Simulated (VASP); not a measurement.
Band structure of Fe$_{3}$Ge (space group Pm-3m). Level of theory: r2SCAN meta-GGA, VASP's PBE PAW potentials (set 64) (plane waves; VASP 6.6.1).

The run has a spin-polarised start.

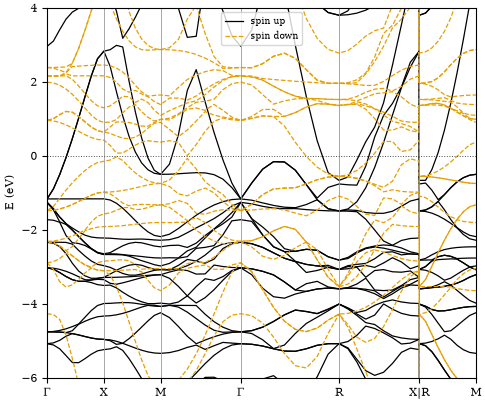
Bands along high-symmetry lines, zero at the valence-band maximum or, without a gap, the Fermi level

### Question
Read the plot: is there a gap, and where are the band edges?

### Answer
It has no gap at this level: it comes out as a metal or semimetal.

The structure comes from a computed database's Fe3Ge entry (Pm-3m); how it stands against other phases isn't given here. The cell was not relaxed at this level.
